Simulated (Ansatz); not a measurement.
Ligand exchange: Hf(CH3)Cl3 + C2H2ClGa → HfCl4 + C3H5Ga

Gas-phase species: Hf(CH3)Cl3, singlet; C2H2ClGa `C#[C][GaH][Cl]`, singlet; HfCl4 (hafnium tetrachloride) `[Cl][Hf]([Cl])([Cl])[Cl]`, singlet; C3H5Ga `C#[C][GaH][CH3]`, singlet. The partners trade CH3 for Cl: Hf–CH3 and Ga–Cl bonds give way to Hf–Cl and Ga–CH3.

Shapes, held fixed at every level: PBE0-D4/def2-TZVP. Programs: Ansatz 0.2.0. The zero-point and thermal change to 298 K, harmonic and unscaled (PBE0-D4/def2-TZVP), is +2.7 kJ/mol.

| level | kind | ΔH(298 K) (kJ/mol) | less CCSD(T)/def2-TZVPP |
| --- | --- | --- | --- |
| PBE-D4/def2-TZVPP | GGA | -59.9 | -1.1 |
| r2SCAN-D4/def2-TZVPP | meta-GGA | -58.7 | +0.1 |
| PBE0-D4/def2-TZVPP | global hybrid | -58.3 | +0.5 |
| B2PLYP/def2-TZVPP | double hybrid | -60.0 | -1.2 |
| MP2/def2-SVP | perturbation theory | -57.4 | +1.4 |
| CCSD(T)/def2-SVP | coupled cluster or CI | -55.0 | +3.8 |
| CCSD/def2-SVP | coupled cluster or CI | -52.1 | +6.7 |
| CCSD(T)/def2-TZVPP | coupled cluster or CI | -58.8 | 0.0 |

The highest level, CCSD(T)/def2-TZVPP, gives ΔH(298 K) = -58.8 kJ/mol; the levels span -60.0 to -52.1. The column of differences is taken from that level and isn't an error. No measured value is set beside it here. For atoms past krypton def2 sets carry core potentials with scalar relativity. Relativity is left out for Ga. Outer-core shells of Ga, Hf are correlated, in sets that cover them unevenly.

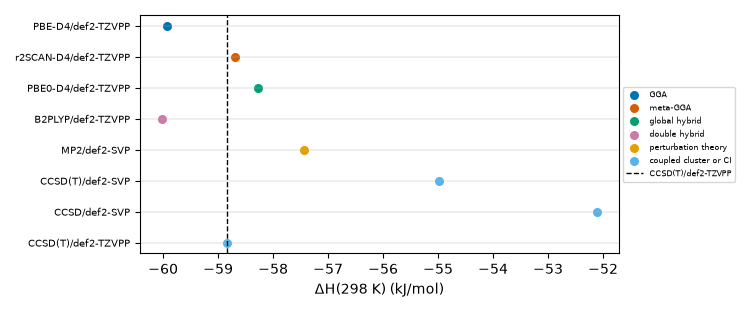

The values of the table, level by level.
